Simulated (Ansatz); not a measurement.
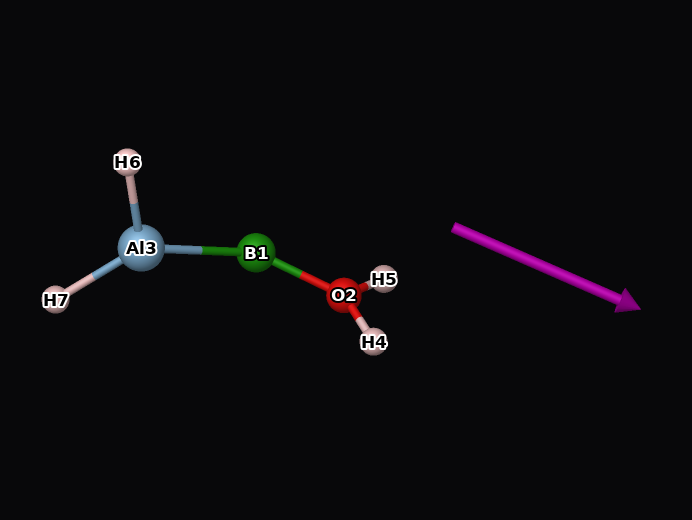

The arrow beside the molecule shows the direction of the dipole moment, from the negative to the positive end (its length means nothing). Computed geometry: PBE-D4/def2-SVP optimisation. No frequency run is at hand to confirm it as a minimum. Level of theory: RKS PBE-D4/def2-SVP (Ansatz 0.2.0).

Question: How large is the dipole moment?

Answer: 8.06 D; it points from the side of H6, H7 to the side of H4, H5 (the outermost atoms at the two ends).
